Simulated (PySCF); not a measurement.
# C3H11NO2Si: magnetic properties

What do calculations give for the magnetic properties of C3H11NO2Si (`CCO[Si@@H](N)OC`)?

Programs: PySCF 2.14.0, with routines of our own; each step states its level. All values are computed. Atoms count from 0.

## Step 1: The system as given

18 atoms, charge 0, multiplicity 1; geometry from: GFN2-xTB.

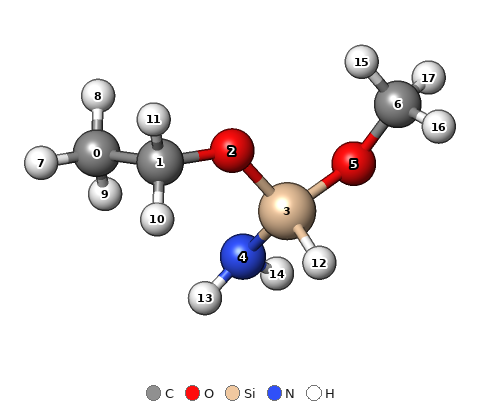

The starting geometry (carbon grey, oxygen red, silicon light orange, nitrogen blue, hydrogen white).

## Step 2: Magnetic properties: GIAO B3LYP/pcSseg-1

Job settings and geometry (Å):

```
{"job": {"kind": "mag", "xc": "B3LYP", "basis": "pcSseg-1", "isotopologues": 2}, "charge": 0, "multiplicity": 1}
C      2.517066    -0.495192    -0.453894
C      1.552985    -0.419151     0.722288
O      0.221927    -0.469787     0.295757
Si    -0.743290     0.737277    -0.197334
N     -0.077208     1.662577    -1.490621
O     -2.046112     0.086845    -0.899666
C     -2.820420    -0.967848    -0.417052
H      3.543727    -0.447300    -0.100457
H      2.367124    -1.426662    -0.993154
H      2.326325     0.329859    -1.134344
H      1.730495     0.501709     1.291203
H      1.704370    -1.274440     1.391344
H     -1.113007     1.519446     0.992260
H      0.659031     2.313564    -1.273764
H     -0.734511     2.092848    -2.119911
H     -2.192758    -1.806431    -0.111302
H     -3.415720    -0.644435     0.440861
H     -3.488781    -1.286562    -1.218631
```

Method: GIAO B3LYP/pcSseg-1 magnetisability, rotational g tensor and spin-rotation constants, non-relativistic, gas phase.

Command:

```sh
$ OMP_NUM_THREADS=1 python excited_run.py task.json out
```

This one command runs all jobs of the session in turn.

Log:

```text
coarse grid: 14936 points
cycle   1  E = -615.4363175920  dE =  8.328e-01  |g| = 1.075e+00  |ddm| = 3.627e+00
cycle   2  E = -615.0990191631  dE =  3.373e-01  |g| = 1.712e+00  |ddm| = 2.331e+00
cycle   3  E = -615.6426170046  dE = -5.436e-01  |g| = 1.312e-01  |ddm| = 1.686e+00
cycle   4  E = -615.6450683700  dE = -2.451e-03  |g| = 6.855e-02  |ddm| = 1.255e-01
cycle   5  E = -615.6460156626  dE = -9.473e-04  |g| = 1.344e-02  |ddm| = 5.655e-02
cycle   6  E = -615.6460477276  dE = -3.206e-05  |g| = 5.215e-03  |ddm| = 1.351e-02
cycle   7  E = -615.6460534847  dE = -5.757e-06  |g| = 6.436e-04  |ddm| = 3.825e-03
final grid: 138056 points
cycle   8  E = -615.7147926848  dE = -3.406e-05  |g| = 8.615e-03  |ddm| = 1.970e-02
cycle   9  E = -615.7147790540  dE =  1.363e-05  |g| = 1.206e-02  |ddm| = 1.298e-02
cycle  10  E = -615.7148076970  dE = -2.864e-05  |g| = 1.241e-03  |ddm| = 7.822e-03
cycle  11  E = -615.7148080076  dE = -3.106e-07  |g| = 1.980e-04  |ddm| = 1.169e-03
cycle  12  E = -615.7148080150  dE = -7.383e-09  |g| = 6.854e-05  |ddm| = 2.088e-04
cycle  13  E = -615.7148080158  dE = -7.967e-10  |g| = 2.284e-05  |ddm| = 6.497e-05
converged SCF energy = -615.7148080158

Magnetisability tensor (1e-30 J/T^2)
    -1299.88      -52.74       23.17
      -52.74    -1245.72       56.93
       23.17       56.93    -1224.72
isotropic -1256.78   principal values   -1352.73  -1242.82  -1174.77
isotropic susceptibility -75.685 1e-6 cm^3/mol

Inertial axes            a          b          c
rot. const./GHz      3.4587     1.3595     1.1088
chi total           -77.577    -78.412    -71.066
chi diamagnetic    -474.910  -1031.835  -1230.081
chi paramagnetic    397.333    953.424   1159.015
quadrupole/D A        3.422      4.033     -7.455
g nuclear            0.6278     0.6023     0.5980
g electronic        -0.6456    -0.6089    -0.6037
g total             -0.0178    -0.0067    -0.0058

Spin-rotation constants (kHz, H = +C I.J)
atom  isotope        aa         bb         cc
  4    14N        0.142      0.049      0.051
  7     1H        0.077     -0.159     -0.122
  8     1H       -0.368     -0.112     -0.000
  9     1H       -0.341      0.022     -0.117
 10     1H       -0.340     -0.082      0.012
 11     1H       -0.343      0.071     -0.107
 12     1H       -0.264     -0.124      0.054
 13     1H       -0.201     -0.101     -0.126
 14     1H       -0.180     -0.079     -0.134
 15     1H       -0.119     -0.027     -0.102
 16     1H       -0.229     -0.144      0.024
 17     1H       -0.074     -0.150     -0.019
  0    13C*       0.506      0.227      0.168
  1    13C*       0.594      0.327      0.258
  2    17O*      -0.553     -0.135     -0.082
  3   29Si*      -1.955     -0.797     -0.673
  5    17O*      -0.209     -0.148     -0.052
  6    13C*       0.726      0.218      0.251
* in the singly substituted isotopologue

Isotopologues: g along a, b, c
2H    at 7,8,9,10,11,12    -0.0141    -0.0057    -0.0048
13C   at 0                 -0.0177    -0.0066    -0.0057
```

Wall time 65 s (1 thread of Arm Neoverse N1, shared host); peak memory 0.8 GiB.

In short:

```tsv
quantity	value
magnetisability	-1257·10⁻³⁰ J/T²
molar susceptibility	-75.7·10⁻⁶ cm³/mol
rotational g (a, b, c)	-0.0178, -0.0067, -0.0058
```

Orbitals, density, ELF and potential are computed afterwards from the orbital file.

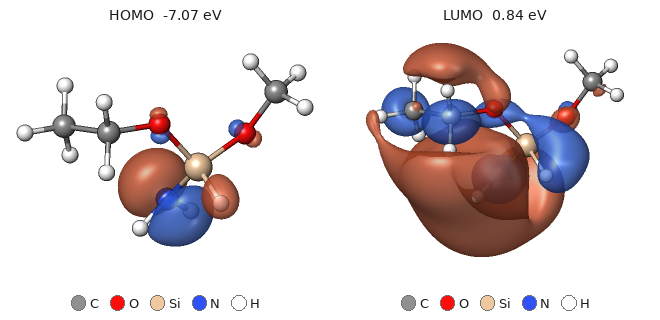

B3LYP/pcSseg-1 orbitals near the gap, drawn at the value that encloses 70 % of each; the two colours are the two signs.

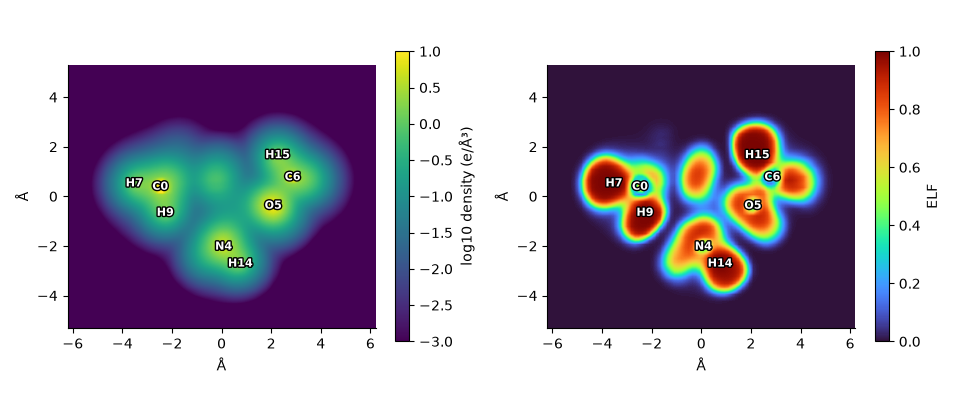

Density (left) and ELF (right) in a plane through or near 8 of the atoms.

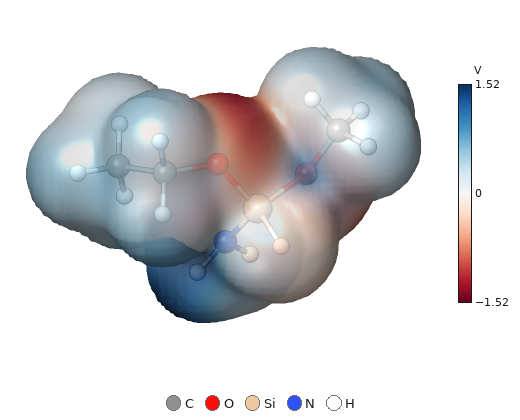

The potential that a unit positive charge feels on the 0.002 e/bohr³ surface, from the 1st to the 99th percentile, from -1.45 V near N4 to 1.52 V near H13.

## Step 3: Magnetic properties: GIAO wB97X/def2-SVP in acetonitrile

The job, as its differences from that of step 2:

```diff
@@ -1,2 +1,2 @@
-{"job": {"kind": "mag", "xc": "B3LYP", "basis": "pcSseg-1", "isotopologues": 2}, "charge": 0, "multiplicity": 1}
+{"job": {"kind": "mag", "xc": "wB97X", "basis": "def2-SVP", "solvent": "acetonitrile"}, "charge": 0, "multiplicity": 1}
 C      2.517066    -0.495192    -0.453894
```

Method: GIAO wB97X/def2-SVP magnetisability, non-relativistic, IEF-PCM acetonitrile.

Log:

```text
coarse grid: 14936 points
cycle   1  E = -615.0591959337  dE =  9.836e-01  |g| = 8.818e-01  |ddm| = 4.019e+00
cycle   2  E = -615.0722094459  dE = -1.301e-02  |g| = 8.856e-01  |ddm| = 1.257e+00
cycle   3  E = -615.2109975096  dE = -1.388e-01  |g| = 5.569e-02  |ddm| = 6.402e-01
cycle   4  E = -615.2116340530  dE = -6.365e-04  |g| = 2.909e-02  |ddm| = 7.363e-02
cycle   5  E = -615.2118226509  dE = -1.886e-04  |g| = 6.277e-03  |ddm| = 3.105e-02
cycle   6  E = -615.2118325237  dE = -9.873e-06  |g| = 1.385e-03  |ddm| = 8.727e-03
final grid: 138056 points
cycle   7  E = -615.3109825527  dE = -6.579e-05  |g| = 4.362e-03  |ddm| = 2.301e-02
cycle   8  E = -615.3109843852  dE = -1.832e-06  |g| = 3.561e-03  |ddm| = 6.766e-03
cycle   9  E = -615.3109868260  dE = -2.441e-06  |g| = 4.319e-04  |ddm| = 2.641e-03
cycle  10  E = -615.3109868751  dE = -4.910e-08  |g| = 1.845e-04  |ddm| = 8.305e-04
cycle  11  E = -615.3109868823  dE = -7.263e-09  |g| = 4.081e-05  |ddm| = 1.927e-04
cycle  12  E = -615.3109868830  dE = -6.653e-10  |g| = 1.069e-05  |ddm| = 9.430e-05
converged SCF energy = -615.3109868830

Magnetisability tensor (1e-30 J/T^2)
    -1310.51      -46.99       25.41
      -46.99    -1262.27       49.29
       25.41       49.29    -1241.41
isotropic -1271.40   principal values   -1359.37  -1254.53  -1200.28
isotropic susceptibility -76.565 1e-6 cm^3/mol

Inertial axes            a          b          c
rot. const./GHz      3.4587     1.3595     1.1088
chi total           -78.207    -78.962    -72.526
chi diamagnetic    -472.530  -1029.128  -1226.684
chi paramagnetic    394.323    950.165   1154.157
quadrupole/D A        4.184      4.238     -8.421
```

Wall time 60 s (1 thread of Arm Neoverse N1, shared host); peak memory 0.91 GiB.

From this job:

```tsv
quantity	value
magnetisability	-1271·10⁻³⁰ J/T²
molar susceptibility	-76.6·10⁻⁶ cm³/mol
```

## Step 4: Summary of results

| quantity | value |
| --- | --- |
| magnetisability (step 2, GIAO B3LYP/pcSseg-1) | -1257·10⁻³⁰ J/T² |
| molar susceptibility (step 2, GIAO B3LYP/pcSseg-1) | -75.7·10⁻⁶ cm³/mol |
| rotational g (a, b, c) (step 2, GIAO B3LYP/pcSseg-1) | -0.0178, -0.0067, -0.0058 |
| surface potential, 1st and 99th percentile | -1.45 V and 1.52 V |

What this shows: The values above hold for this geometry and these levels alone. Vibrational averaging and real surroundings are missing from these values.
